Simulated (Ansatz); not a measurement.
# RPA@PBE/STO-3G run of SiH3O (SMILES [O][SiH3])

Aim: the electronic atomisation energy of SiH3O at RPA@PBE/STO-3G, from 4 runs. 

The results are computed with Ansatz 0.2.0.

65 further runs of the same task are left out: 16 that didn't finish, 49 set aside as unsound or not needed.

### Step 1. The system as given

SiH3O: 5 atoms, total charge 0, spin state doublet. SMILES: `[O][SiH3]`. Geometry: relaxed at GFN2-xTB.

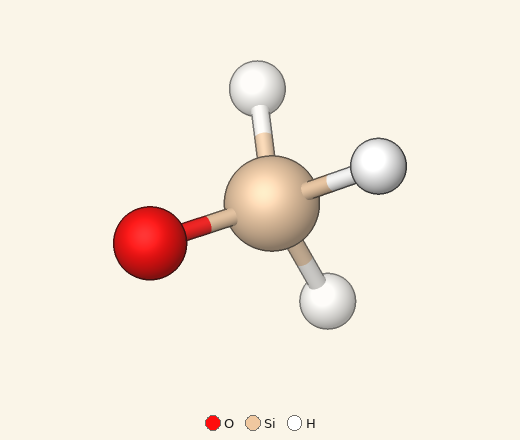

Viewed from a chosen angle; oxygen red, silicon light orange, hydrogen white.

### Step 2. A single-point energy at RPA@PBE/STO-3G

run.yaml

```yaml
crystal:
  periodic: [false, false, false]
  atoms:
    - {symbol: O, position_ang: [-1.416610, 0.267850, 0.690210]}
    - {symbol: Si, position_ang: [-0.065850, 0.007840, 0.019870]}
    - {symbol: H, position_ang: [-0.120650, -0.242400, -1.447490]}
    - {symbol: H, position_ang: [0.685890, -1.159260, 0.572930]}
    - {symbol: H, position_ang: [0.917210, 1.125960, 0.164480]}
basis:
  gaussian: {orbitals: STO-3G}
magnetization: {spin_polarized: true, initial_magnetization: 1}
hamiltonian: {xc: pbe}
correlation: {method: rpa, frozen_orbitals: {H: 0, O: 1, Si: 5}}
accuracy: high
```

The run is started by

```sh
$ ansatz run run.yaml --threads 1 --pin off --max-ram 2610MiB --events-out events.jsonl --progress --plain --runs-dir runs
```

Log:

```text
Warning: RAYON_NUM_THREADS=1 ignored (pool sized by the plan → 1); use --threads N
Functional definition: PBE
  name "PBE"
  parameter kappa = 0.804
  parameter beta = 0.06672455060314922
  exchange = pbe_x(kappa = kappa, mu = beta*pi^2/3)
  correlation = pbe_c(beta = beta)
290 factors; integrals over basis functions are off by at most 2.8e-8 eV
mean field evaluation 1: about -9842.2769 eV, gradient 1.5e1 eV
mean field evaluation 2: about -9842.2362 eV, gradient 1.5e1 eV
mean field evaluation 4: about -9843.8263 eV, gradient 3.7e0 eV
mean field evaluation 8: about -9843.9438 eV, gradient 1.2e-1 eV
mean field evaluation 16: about -9843.9440 eV, gradient 1.7e-4 eV
mean field evaluation 32: about -9843.9380 eV, gradient 5.7e-1 eV
mean field -9843.94397708 eV, -361.7582686929 hartree, gradient 7.6e-8 eV, S^2 0.752167; 4 other end points of the search recorded, 0 dependent functions left out
6 core orbitals not correlated: weight in the atoms' cores, before any rotation towards them, 0.999 or more for the frozen orbitals, at most 0.000 for the correlated occupied ones
reference -9825.99945023 eV, -361.0988194944 hartree; 7, 6 occupied and 4, 5 virtual orbitals, 290 factors
Total energy: -9830.47865210 eV, -361.2634271271 hartree
```

Wall time 5.4 s (1 thread of Arm Neoverse V1, shared host); peak memory 0.12 GiB.

### Step 3. The H atom

molecule.yaml

```yaml
crystal:
  periodic: [false, false, false]
  atoms:
    - {symbol: H, position_ang: [0.000000, 0.000000, 0.000000]}
basis:
  gaussian: {orbitals: STO-3G}
magnetization: {spin_polarized: true, initial_magnetization: 1}
hamiltonian: {xc: {name: PBE}}
correlation: {method: rpa, frozen_orbitals: {H: 0}}
accuracy: high
```

Run the same way, it converges to -0.46658 Eh (log not shown).

### Step 4. The O atom, same level

run.yaml

```yaml
crystal:
  periodic: [false, false, false]
  atoms:
    - {symbol: O, position_ang: [0.000000, 0.000000, 0.000000]}
basis:
  gaussian: {orbitals: STO-3G}
magnetization: {spin_polarized: true, initial_magnetization: 2}
hamiltonian: {xc: {name: PBE}}
correlation: {method: rpa, frozen_orbitals: {O: 1}}
accuracy: high
```

Run the same way, it converges to -73.83858 Eh (log not shown).

### Step 5. The Si atom, same level

molecule.yaml

```yaml
basis:
  gaussian:
    orbitals: STO-3G
crystal:
  periodic: [false, false, false]
  atoms:
    - symbol: Si
      position_ang: [0.000000, 0.000000, 0.000000]
magnetization:
  spin_polarized: true
  initial_magnetization: 2
hamiltonian:
  xc: {name: PBE}
correlation:
  method: rpa
  frozen_orbitals: {Si: 5}
accuracy: high
```

Run the same way, it converges to -285.51519 Eh (log not shown).

### Step 6. Outcome

At RPA@PBE/STO-3G, 6 core orbitals frozen:

| quantity | value |
| --- | --- |
| molecule: total energy | -361.26343 Eh |
| molecule: RPA correlation energy (valence) | -164.6 mEh |
| molecule: ⟨S²⟩ of the reference determinant | 0.752 |
| H atom: total energy | -0.46658 Eh |
| H atom: RPA correlation energy | 0.0 mEh |
| H atom: ⟨S²⟩ of the reference determinant | 0.750 |
| O atom: total energy | -73.83858 Eh |
| O atom: RPA correlation energy (valence) | -34.4 mEh |
| O atom: ⟨S²⟩ of the reference determinant | 2.000 |
| Si atom: total energy | -285.51519 Eh |
| Si atom: RPA correlation energy (valence) | -51.1 mEh |
| Si atom: ⟨S²⟩ of the reference determinant | 2.000 |
| electronic atomisation energy | 13.875 eV |

Taking the molecule apart into free atoms costs 13.88 eV (1339 kJ/mol), before zero-point energy and without spin-orbit coupling. In a minimal basis such a difference can be off by several eV, whatever the method.
